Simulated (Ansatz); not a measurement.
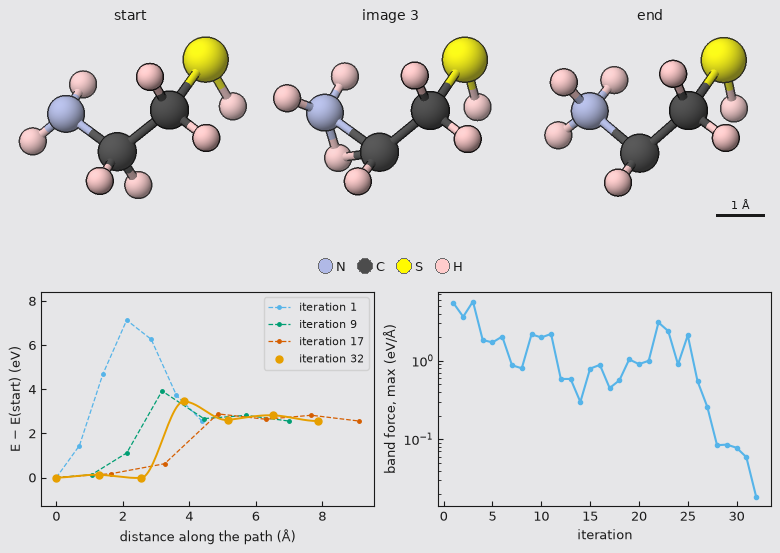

A search for the minimum-energy path of C2H7NS by the nudged elastic band. Images are numbered from 0 (start) to 6 (end). The plot follows the band through its iterations. A ball-and-stick model, seen from a free direction.

Method: RKS PBE0-D4/def2-SVP (Ansatz). Set-up: 5 movable images; climbing image; force threshold 0.03 eV/Å; iteration limit 60; starting path by straight interpolation.

Question: Judge this run.

Answer: The run is converged, with reservations. The band converged in 32 iterations. The largest component of the band force went from 5.4 to 0.019 eV/Å. The climbing image converged on the top of the path. Its curvatures weren't checked. The straight starting path can push atoms close together and costs iterations. The first iteration put the highest image at 7.13 eV. Forward barrier 3.45 eV, backward barrier 0.89 eV, with image 3 at the top; the reaction energy is +2.56 eV. Image 2 lies below both ends, at −0.01 eV, which points to an intermediate minimum that so few images don't resolve. The profile has 3 maxima (images 1, 3, 5) with a dip at image 2, 4 (−0.01 eV, +2.61 eV), so the process runs in steps.
